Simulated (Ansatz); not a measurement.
## Electronic structure of ClHInO (doublet) in real space

Input file:

```
crystal:
  periodic: [false, false, false]
  atoms:
    - { symbol: O, position_ang: [-1.8372, -0.4516, 0.0459] }
    - { symbol: In, position_ang: [-0.0341, 0.0735, 0.0637] }
    - { symbol: Cl, position_ang: [1.8196, -1.1777, 1.0603] }
    - { symbol: H, position_ang: [-2.77369, -0.38827, -0.26887] }
magnetization:
  spin_polarized: true
  initial_magnetization: 1
basis:
  gaussian: { orbitals: def2-SVP }
hamiltonian:
  xc: pbe0
relax:
  f_tol: 0.02
  max_steps: 50
output:
  orbitals: {}
```

Run with:

```sh
ansatz run input.yaml --threads 1 --pin off --max-ram 2048MiB --backend cpu --events-out ev --progress --plain --runs-dir out
```

The fields are those of the relaxed geometry.

Core potentials replace the inner electrons of In.

The calculation used UKS PBE0/def2-SVP in Ansatz 0.2.0.

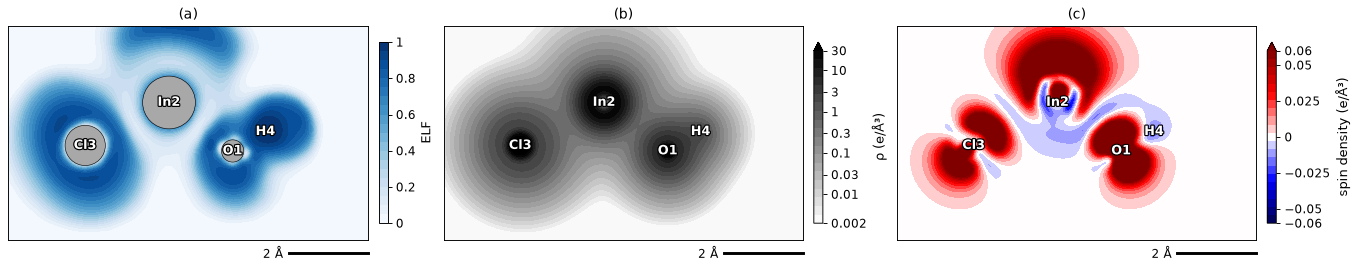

Figure 1. (a) ELF; (b) electron density; (c) spin density (α minus β) on the molecular plane. Grey discs cover the atomic cores in the ELF map.

Describe what can be read from this map.

The section cuts through O, In, Cl and H sites.
In–O (2.02 Å): ρ at the midpoint is about 0.65 e/Å³; the ELF peaks at about 0.85 in the valence shell of O, 0.6 Å from its nucleus, and drops to about 0.10 between the two atoms.
In–Cl (2.38 Å): ρ at the midpoint is about 0.47 e/Å³; the ELF peaks at about 0.80 in the valence shell of Cl, 0.8 Å from its nucleus, and drops to about 0.15 between the two atoms.
O–H (0.97 Å): ρ at the midpoint is about 3.6 e/Å³; the ELF climbs to about 1 towards the hydrogen, as it does in any bond to H; a covalent bond by its length.
The ELF also peaks beside Cl3 and O1, away from the bonds: non-bonding electrons, paired or unpaired.
The unpaired spin (1 electron) lies mostly on In2 (about 0.6), O1 (about 0.2) and Cl3 (about 0.2), in electrons by Hirshfeld's partition.

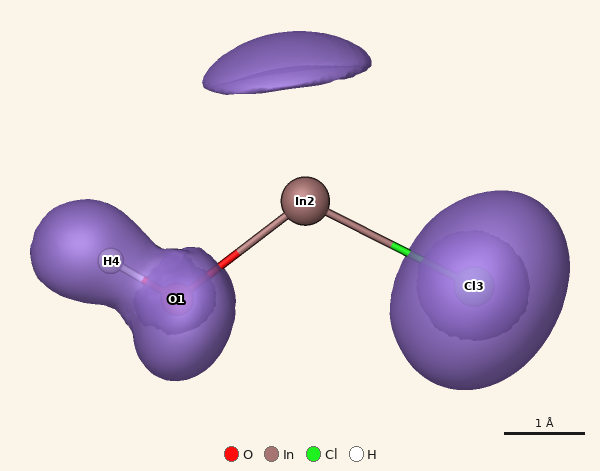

Figure 2. Isosurface of the electron localisation function at 0.75 (purple), seen at a tilt. Only the valence region is drawn (cores and ρ < 0.01 e/Å³ removed).

Where are the electrons localised?

At this value the surface marks out one lobe on In, pointing away from the bonds (non-bonding electrons), one region wrapped around Cl (its valence shell) and one joined region spread over several atoms (H, O), in which their bonds and any lone pairs are merged.

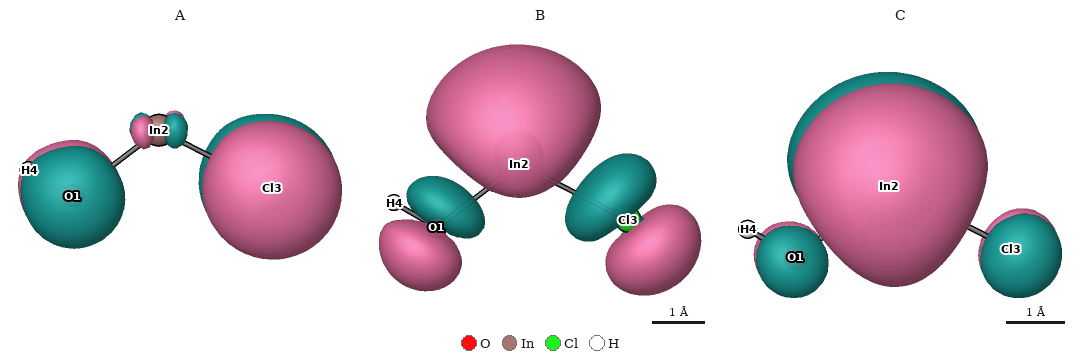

Figure 3. Three frontier orbitals at ±0.08 Å⁻³ᐟ² (teal and pink are the two phases), in no order.

Order the three orbitals by energy and name them. All are α orbitals.

A is the HOMO−1 (α) (−8.49 eV). By Hirshfeld shares it lies mainly on Cl3 (about 65 %) and O1 (about 30 %); it changes sign across the molecular plane (π type). B is the HOMO (α) (−6.71 eV). Its weight (Hirshfeld) is mainly on In2 (about 60 %), Cl3 (about 20 %) and O1 (about 15 %); it is symmetric in the molecular plane (an in-plane orbital: σ, lone-pair or in-plane π type). C is the LUMO (α) (−1.59 eV). By Hirshfeld shares it lies mainly on In2 (about 85 %), Cl3 (about 5 %) and O1 (about 5 %); it changes sign across the molecular plane (π type).

What is the gap between the highest occupied and lowest empty α orbitals?

5.12 eV between the orbital energies.
